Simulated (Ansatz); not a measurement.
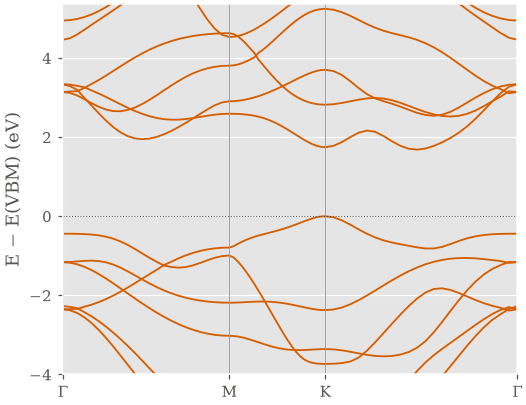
*Band structure from plane-wave PAW LDA (Ansatz code)*

**Question.** Read off the gap and where the band edges lie.

**Answer.** About 1.7 eV (1.68 eV by a search for the band edges); maximum at K, minimum on the K–Γ line, 48 % of the way from K.

The material is monolayer WSe₂ (1H, P-6m2 in the vacuum cell, 3 atoms).

A layer that has been made, often on a substrate. The cell was relaxed with LDA under the symmetry of its start; whether a distortion lowers the energy is not shown. The run is not spin-polarised. Scalar-relativistic: spin–orbit coupling is off unless named, which matters more the heavier the elements.

Potentials: the later of the program's two PAW sets.
